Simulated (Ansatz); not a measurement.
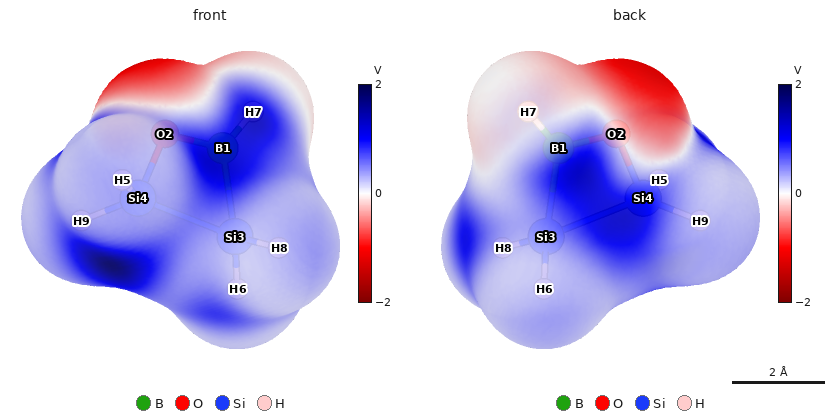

Figure. BH₅OSi₂ (SMILES B1O[SiH2][SiH2]1). The electrostatic potential painted on the density surface at 0.002 e/bohr³, seen from the front and from behind; the colour scale runs from red (negative) to blue (positive).

Geometry: PBE0-D3(BJ)/def2-SVP.

The calculation used Ansatz 0.2.0, isolated molecule in a Gaussian basis; Kohn-Sham density functional theory, functional PBE0.

```yaml
atoms:
  - { symbol: B, position_ang: [-0.7646, -0.1001, -1.4138] }
  - { symbol: O, position_ang: [-1.5351, -0.6398, -0.4370] }
  - { symbol: Si, position_ang: [1.0499, 0.2151, -0.4705] }
  - { symbol: Si, position_ang: [-0.5251, -0.7269, 0.9800] }
  - { symbol: H, position_ang: [-1.1618, 0.0706, 2.0694] }
  - { symbol: H, position_ang: [2.2277, -0.6290, -0.8382] }
  - { symbol: H, position_ang: [-1.2107, 0.0811, -2.5239] }
  - { symbol: H, position_ang: [1.4958, 1.6117, -0.1782] }
  - { symbol: H, position_ang: [-0.4353, -2.1520, 1.4150] }
```

Describe the electrostatic potential map.

Answer. The most negative region (about −1.2 V) lies over O2, the most positive (about +1.7 V) over Si4. O2 is the likeliest acceptor of a hydrogen bond.
